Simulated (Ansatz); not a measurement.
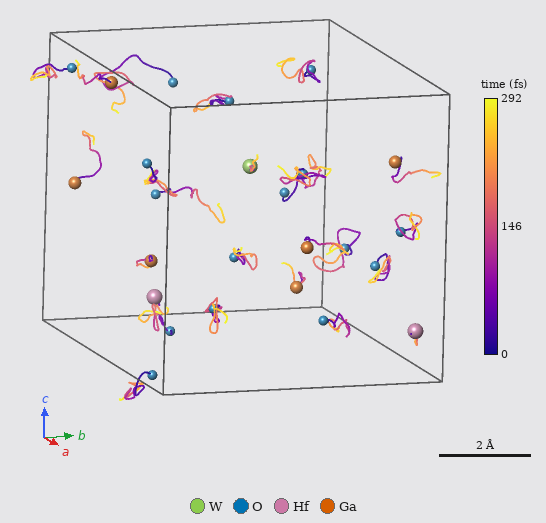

First-principles dynamics of an amorphous cell of composition Hf₂Ga₆WO₁₆ (25 atoms in the cell), 292 fs long. It starts from the last geometry of an earlier run, with fresh velocities. Lines trace each atom's path, coloured by time; spheres stand at the starting positions. Seen slightly off an axis in the simulation cell.

Computed with DFT PBE, scalar-relativistic, plane waves, PAW in Ansatz 0.2.0. Set-up: plane-wave cutoff 420 eV; k-point mesh 1 × 1 × 1; Fermi-Dirac smearing 0.186 eV; set temperature 2160 K; time step 2 fs.

> What do the traces tell about the motion?

In the second half of the run the atoms are, in the root-mean-square, this far from where they began (common drift taken out): O 0.76 Å, Ga 0.75 Å, Hf 0.37 Å, W 0.26 Å. Against the typical shortest distance between atoms in the first frame, about 1.8 Å these are large excursions, but over 292 fs one can't yet tell strong vibration from the start of diffusion. 3 of the 25 free atoms end more than three quarters of that spacing from the start.

Limits of the set-up: the periodic images lie only 6.7 Å apart, so the values are limited by the cell's size.

The run took 4 min on 2 threads of Arm Neoverse V2, on a shared host, peak memory 0.49 GiB.
